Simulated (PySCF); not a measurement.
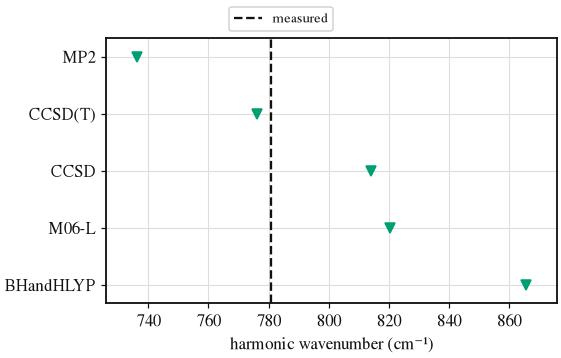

Harmonic wavenumber of P₂, singlet at several levels, def2-TZVPPD (non-relativistic), PySCF 2.14.0, no spin-orbit coupling, from fits to the bond curves (references: RHF and UKS, as the method has it). The measured value is Huber and Herzberg's. Correlated wave-function values are in the same finite basis, not at its limit.

> Which level comes closest to the line (measured), and which misses most?

Closest CCSD(T) (776 cm⁻¹), against 781 cm⁻¹; farthest BHandHLYP (866 cm⁻¹).

> Give the values.

| level | cm⁻¹ | less measured |
| --- | --- | --- |
| MP2 | 736 | −44 |
| CCSD(T) | 776 | −5 |
| CCSD | 814 | 33 |
| M06-L | 820 | 39 |
| BHandHLYP | 866 | 85 |
| measured | 781 | 0 |
